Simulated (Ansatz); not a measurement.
**C₂H₉BOSi: single-point calculation**

C₂H₉BOSi, computed with RKS B97/6-31G* (Ansatz 0.2.0).

Some settings of this run were made unusual or wrong on purpose. The geometry comes from this level: PBE0-D4/def2-TZVP.

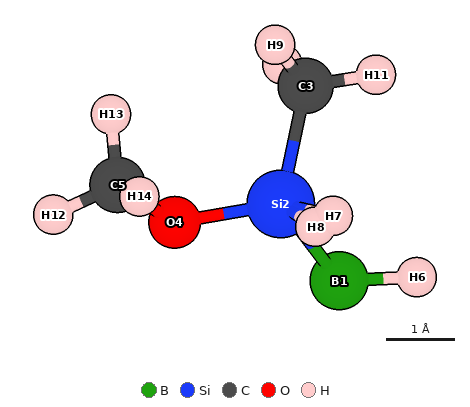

*The structure as given in the input (ball-and-stick view, seen at a tilt; atoms are numbered from 1 in the order of the input).*

The input:
```yaml
crystal:
  periodic: [false, false, false]
  atoms:
    - {symbol: B, position_ang: [-0.417264, 1.411845, 1.841648]}
    - {symbol: Si, position_ang: [0.096712, 0.536676, 0.207358]}
    - {symbol: C, position_ang: [1.433160, -0.640735, 0.475675]}
    - {symbol: O, position_ang: [-1.170520, -0.166741, -0.439273]}
    - {symbol: C, position_ang: [-1.139579, -0.742713, -1.658927]}
    - {symbol: H, position_ang: [0.374354, 1.986037, 2.447361]}
    - {symbol: H, position_ang: [0.883132, 1.584144, -0.663331]}
    - {symbol: H, position_ang: [0.583132, 1.534144, -0.713331]}
    - {symbol: H, position_ang: [1.725366, -1.090624, -0.426009]}
    - {symbol: H, position_ang: [1.148697, -1.399334, 1.141713]}
    - {symbol: H, position_ang: [2.271085, -0.151257, 0.875481]}
    - {symbol: H, position_ang: [-2.118147, -1.005004, -1.927970]}
    - {symbol: H, position_ang: [-0.551972, -1.616218, -1.661613]}
    - {symbol: H, position_ang: [-0.759922, -0.085544, -2.389728]}
basis:
  gaussian: {orbitals: "6-31G*", nuclear_model: gaussian}
hamiltonian: {xc: {name: B97}}
accuracy: high
scf: {lower_state_search: light}
```

Launched with:
```bash
ansatz run in.yaml --threads 4 --pin off --events-out ev --progress --plain --max-ram 10444MiB
```

Log:
```
Functional definition: B97
  name "B97"
  cite "Becke, J. Chem. Phys. 107, 8554 (1997) doi:10.1063/1.475007"
  parameter cx = 0.1943
  parameter cx0 = 0.8094
  parameter cx1 = 0.5073
  parameter cx2 = 0.7481
  parameter css0 = 0.1737
  parameter css1 = 2.3487
  parameter css2 = -2.4868
  parameter cos0 = 0.9454
  parameter cos1 = 0.7471
  parameter cos2 = -4.5961
  exchange = spin_sum(e_x_unif_s*poly(b97_u_x, cx0, cx1, cx2)) + cx*exact_x
  correlation = spin_sum(e_c_pw_same_spin*poly(b97_u_same, css0, css1, css2))
      + integral(e_c_pw_opposite_spin*poly(b97_u_opposite, cos0, cos1, cos2))
2308 factors; integrals over basis functions are off by at most 3.9e-9 eV
mean field evaluation 1: about -12789.5163 eV, gradient 6.1e1 eV
mean field evaluation 2: about -12783.6955 eV, gradient 8.1e1 eV
mean field evaluation 4: about -12797.9692 eV, gradient 3.8e0 eV
mean field evaluation 8: about -12798.3156 eV, gradient 3.1e-1 eV
mean field evaluation 16: about -12798.3167 eV, gradient 4.9e-3 eV
mean field evaluation 32: about -12798.1318 eV, gradient 3.4e0 eV
mean field -12798.31668719 eV, -470.3294632437 hartree, gradient 8.0e-8 eV, S^2 0.000000; 2 other end points of the search recorded, 0 dependent functions left out
reference -12798.31668934 eV, -470.3294633225 hartree; 24, 24 occupied and 73, 73 virtual orbitals, 2308 factors
Total energy: -12798.31668934 eV, -470.3294633225 hartree
```

Outcome:

- outcome: converged
- total energy: −12798.3167 eV
- SCF solution under orbital rotations: stable
- hardware: 4 threads of Arm Neoverse V2, 23 GiB of memory available, shared host
- wall time: 13 s (CPU time 49 s)
- peak memory: 0.64 GiB

The input was spoiled on purpose: two atoms are placed far too close. The run converged all the same; its numbers are those of the faulty input and shouldn't be used.
